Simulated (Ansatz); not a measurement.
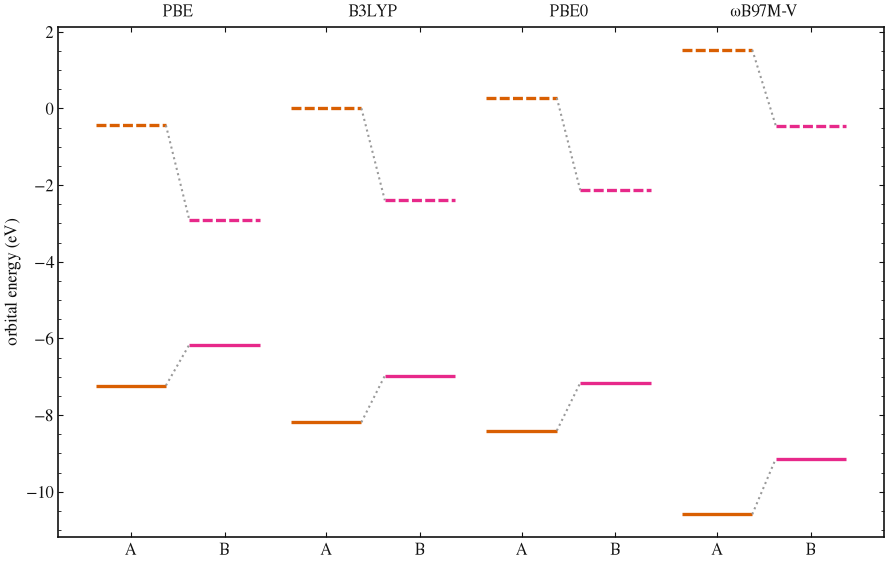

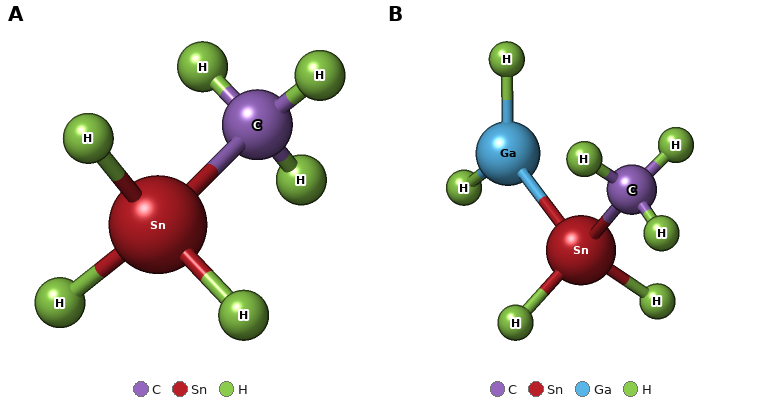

One change: A, CH₆Sn (SMILES [CH3][SnH3]), becomes B, CH₇GaSn (SMILES [CH3][SnH2][GaH2]). H on Sn is replaced by GaH₂. HOMO (solid) and LUMO (dashed) computed in def2-TZVPP at PBE0-D4/def2-TZVP geometries, both minima by their frequencies, gas phase, the Ansatz code. Empty levels above zero depend strongly on the basis.

Question: What does the change do to HOMO and LUMO?

Answer: PBE: the HOMO rises by 1.07 eV, the LUMO falls by 2.47 eV, and the separation goes from 6.79 to 3.25 eV. B3LYP: the HOMO rises by 1.22 eV, the LUMO falls by 2.40 eV, and the separation goes from 8.19 to 4.58 eV. PBE0: the HOMO rises by 1.25 eV, the LUMO falls by 2.41 eV, and the separation goes from 8.68 to 5.02 eV. ωB97M-V: the HOMO rises by 1.45 eV, the LUMO falls by 1.98 eV, and the separation goes from 12.12 to 8.69 eV.

Question: Do the functionals agree on the effect?

Answer: They agree on the direction for both levels; the HOMO shift lies between 1.07 and 1.45 eV and the LUMO shift between −2.47 and −1.98 eV, while the separations themselves differ by up to 5.4 eV between functionals.

Caveats: core potentials past krypton; spin-orbit coupling is left out, and with Sn it can shift these values.
